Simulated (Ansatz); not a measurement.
# One shape, several levels: SiH2F2 (SMILES F[SiH2]F)

Wanted: a comparison of 6 runs (HF/STO-3G, CAM-B3LYP/STO-3G, UPBE0/STO-3G, revPBE/STO-3G, UMP2/STO-3G, BCCD(T)/STO-3G) of SiH2F2. 

The calculation is run with Ansatz 0.2.0.

53 further runs of the same task are left out: 3 that didn't finish, 50 set aside as unsound or not needed.

## 1. Starting point

SiH2F2: 5 atoms, total charge 0, spin state singlet. As SMILES, `F[SiH2]F`. The Si2–F1 distance was set to 3.171 Å, away from the relaxed value. At this shape a bond of the SMILES string is far longer than usual.

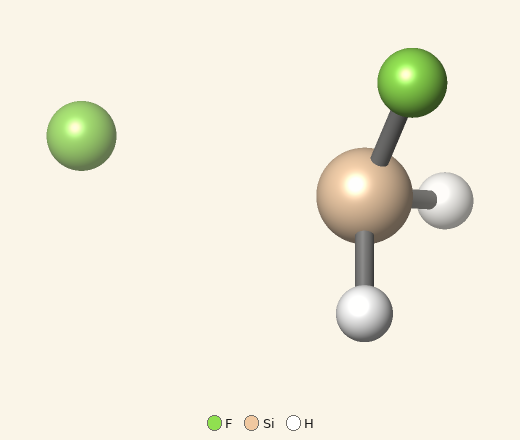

Viewed from a chosen angle; fluorine green, silicon light orange, hydrogen white.

## 2. A single-point energy at HF/STO-3G (run 1)

run.yaml

```yaml
crystal:
  periodic: [false, false, false]
  atoms:
    - {symbol: F, position_ang: [-2.152813, 1.076946, 2.015542]}
    - {symbol: Si, position_ang: [-0.005220, -0.000540, -0.054090]}
    - {symbol: F, position_ang: [1.247630, -0.520590, 0.766910]}
    - {symbol: H, position_ang: [-0.590470, -1.138740, -0.786300]}
    - {symbol: H, position_ang: [0.427070, 1.121680, -0.907250]}
basis:
  gaussian: {orbitals: STO-3G}
hamiltonian: {xc: hf}
accuracy: high
```

Command:

```bash
ansatz run run.yaml --threads 1 --pin off --max-ram 3480MiB --events-out events.jsonl --progress --plain --runs-dir runs
```

The log of the run:

```text
Warning: RAYON_NUM_THREADS=1 ignored (pool sized by the plan → 1); use --threads N
Functional definition: HF
  name "HF"
  exchange = exact_x
  correlation = 0
353 factors; integrals over basis functions are off by at most 2.6e-8 eV
mean field evaluation 1: about -13123.3860 eV, gradient 2.1e1 eV
mean field evaluation 2: about -13123.4009 eV, gradient 2.1e1 eV
mean field evaluation 4: about -13126.9504 eV, gradient 1.3e1 eV
mean field evaluation 8: about -13129.8078 eV, gradient 6.6e0 eV
mean field evaluation 16: about -13130.1516 eV, gradient 6.2e-7 eV
mean field -13130.15163209 eV, -482.5241725430 hartree, gradient 3.2e-8 eV, S^2 0.000000; 0 other end points of the search recorded, 0 dependent functions left out
reference -13130.15163209 eV, -482.5241725430 hartree; 17, 17 occupied and 4, 4 virtual orbitals, 353 factors
Total energy: -13130.15163209 eV, -482.5241725430 hartree
```

It took 0.12 s on 1 thread of Arm Neoverse V2, shared host.

## 3. A single-point energy at CAM-B3LYP/STO-3G (run 2)

run.yaml

```yaml
crystal:
  periodic: [false, false, false]
  atoms:
    - symbol: F
      position_ang: [-2.152813, 1.076946, 2.015542]
    - symbol: Si
      position_ang: [-0.005220, -0.000540, -0.054090]
    - symbol: F
      position_ang: [1.247630, -0.520590, 0.766910]
    - symbol: H
      position_ang: [-0.590470, -1.138740, -0.786300]
    - symbol: H
      position_ang: [0.427070, 1.121680, -0.907250]
basis:
  gaussian:
    orbitals: STO-3G
total_charge: 0
magnetization:
  spin_polarized: false
hamiltonian:
  xc: {name: CAM-B3LYP}
accuracy: high
```

Command:

```bash
ansatz run run.yaml --threads 1 --pin off --max-ram 3480MiB --events-out events.jsonl --progress --plain --runs-dir runs
```

The log of the run:

```text
Warning: RAYON_NUM_THREADS=1 ignored (pool sized by the plan → 1); use --threads N
Functional definition: CAM-B3LYP
  name "CAM-B3LYP"
  parameter alpha = 0.19
  parameter beta = 0.46
  parameter omega = 0.33/bohr
  parameter ac = 0.81
  exchange = (1 - alpha - beta)*b88_x + beta*b88_x_sr(omega) + alpha*exact_x + beta*exact_x_lr(omega)
  correlation = (1 - ac)*vwn5_c + ac*lyp_c
353 factors; integrals over basis functions are off by at most 2.6e-8 eV
159 factors; integrals over basis functions are off by at most 7.0e-10 eV
mean field evaluation 1: about -13154.4179 eV, gradient 2.3e1 eV
mean field evaluation 2: about -12791.8181 eV, gradient 3.7e1 eV
mean field evaluation 4: about -13155.1469 eV, gradient 1.5e1 eV
mean field evaluation 8: about -13156.1517 eV, gradient 1.2e1 eV
mean field evaluation 16: about -13164.0879 eV, gradient 5.6e-7 eV
mean field -13164.08787014 eV, -483.7713062885 hartree, gradient 6.2e-9 eV, S^2 0.000000; 2 other end points of the search recorded, 0 dependent functions left out
reference -13164.08788159 eV, -483.7713067090 hartree; 17, 17 occupied and 4, 4 virtual orbitals, 353 factors
Total energy: -13164.08788159 eV, -483.7713067090 hartree
```

Wall time 1.5 s (1 thread of Arm Neoverse V2, shared host); peak memory 0.097 GiB.

Runs 3 to 5 aren't shown in full; the table further down has their settings and results.

## 4. The energy at BCCD(T)/STO-3G (run 6)

in.yaml

```yaml
crystal:
  periodic: [false, false, false]
  atoms:
    - {symbol: F, position_ang: [-2.152813, 1.076946, 2.015542]}
    - {symbol: Si, position_ang: [-0.005220, -0.000540, -0.054090]}
    - {symbol: F, position_ang: [1.247630, -0.520590, 0.766910]}
    - {symbol: H, position_ang: [-0.590470, -1.138740, -0.786300]}
    - {symbol: H, position_ang: [0.427070, 1.121680, -0.907250]}
basis:
  gaussian:
    orbitals: STO-3G
correlation:
  method: bccd_t
  frozen_orbitals: {F: 1, H: 0, Si: 5}
accuracy: high
scf:
  omitted_lower_state_checks: [cluster_reference, increment]
```

Command:

```bash
ansatz run in.yaml --threads 1 --pin off --max-ram 3480MiB --events-out events.jsonl --progress --plain --runs-dir runs
```

The log of the run, shortened:

```text
Warning: RAYON_NUM_THREADS=1 ignored (pool sized by the plan → 1); use --threads N
[... 2 set-up lines as earlier in the session ...]
[...]
353 factors; integrals over basis functions are off by at most 2.6e-8 eV
[...]
mean field -13130.15163209 eV, -482.5241725430 hartree, gradient 3.2e-8 eV, S^2 0.000000; 1 other end points of the search recorded, 0 dependent functions left out; unrestricted orbitals would lower it
7 core orbitals not correlated: weight in the atoms' cores, before any rotation towards them, 1.000 or more for the frozen orbitals, at most 0.000 for the correlated occupied ones
reference -13130.15163209 eV, -482.5241725430 hartree; 10, 10 occupied and 4, 4 virtual orbitals, 353 factors
second order -5.28118261 eV of doubles, -0.00000000 eV of singles
cycle   1  -3.65874537 eV  change    -1.5e0 eV  update   1.6e-1
[...]
cycle  36  -7.33912049 eV  change  -5.1e-10 eV  update  7.0e-10
perturbative correction -0.35986494 eV, -0.0132247926 hartree
WARN: these amplitudes may be one of several solutions (largest doubles amplitude 0.80, level shift 14.05 eV)
Total energy: -13137.85061752 eV, -482.8071050390 hartree
Checks for a lower state left out: cluster_reference, increment
```

Run time: 0.38 s. Hardware: 1 thread of Arm Neoverse V2, shared host.

## 5. All runs side by side

| run | level | frozen core orbitals | energy (Eh) | wall time |
| --- | --- | --- | --- | --- |
| 1 | HF/STO-3G | – | -482.524173 | 0.12 s |
| 2 | CAM-B3LYP/STO-3G | – | -483.771307 | 1.5 s |
| 3 | UPBE0/STO-3G | – | -483.665309 | 5.4 s |
| 4 | revPBE/STO-3G | – | -483.802611 | 1.2 s |
| 5 | UMP2/STO-3G | 7 | -482.782741 | 0.7 s |
| 6 | BCCD(T)/STO-3G | 7 | -482.807105 | 0.38 s |

## 6. Results

```
                                          quantity          value
                               run 6: total energy  -482.80711 Eh
run 6: correlation energy (7 core orbitals frozen)     -282.9 mEh
                             run 6: (T) correction     -13.22 mEh
```

In words: Below the HF energy at the same shape and in the same basis (STO-3G): UMP2 -258.6 mEh; BCCD(T) -282.9 mEh. Some of these start from another determinant than that one, so these aren't their correlation energies. Totals of different functionals can't be ranked against each other. In run 6 the log says that unrestricted orbitals would lower the reference, so the values rest on an unstable closed-shell determinant (other closed-shell runs at this shape may share the fault). In runs 1, 2, 3, 4, 5, 6 the basis is minimal, so the values are rough. In runs 1, 2, 4 a closed-shell determinant meets a far-stretched bond, which it describes badly. Spin contamination of the reference: run 5 ⟨S²⟩ = 0.99, run 3 ⟨S²⟩ = 0.93. Where it is this large, the reference is a mixture of spin states, and values that rest on it are in doubt. All runs together took 9.3 s, the longest 5.4 s.
